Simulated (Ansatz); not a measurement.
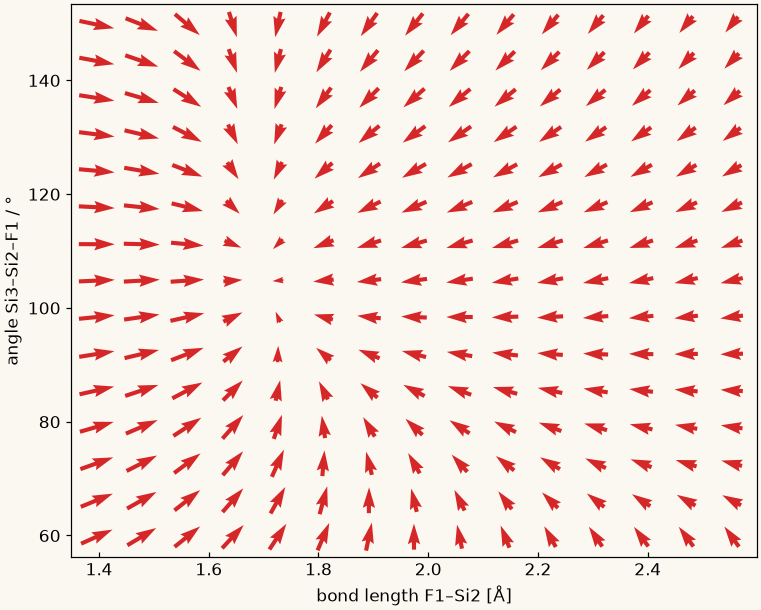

F₂HSi₂, SMILES F[Si-]=[SiH]F, charge −1. First axis: bond length F1–Si2. Second axis: angle Si3–Si2–F1. Nothing is relaxed (all other coordinates rigid). Grid: 15 × 15 points. Points are written as (first, second). The reference is spin-restricted, which grows unreliable where a bond is stretched far. Method: RHF/def2-SVPD (Ansatz 0.2.0).

In the figure: arrows along the force (downhill), their lengths compressed.

Question: The arrows alone are given. Where is the energy lowest?

Answer: The arrows converge at about (1.702 Å, 105°) (read from the interpolated surface).

The energy map of the same scan:

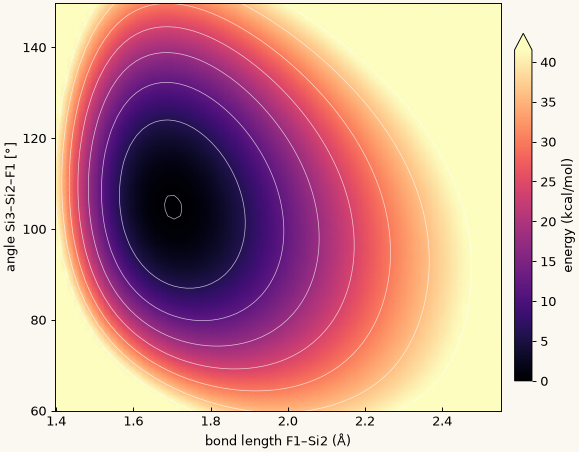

Energies are in kcal/mol, from the lowest grid point; between grid points the surface is interpolated.
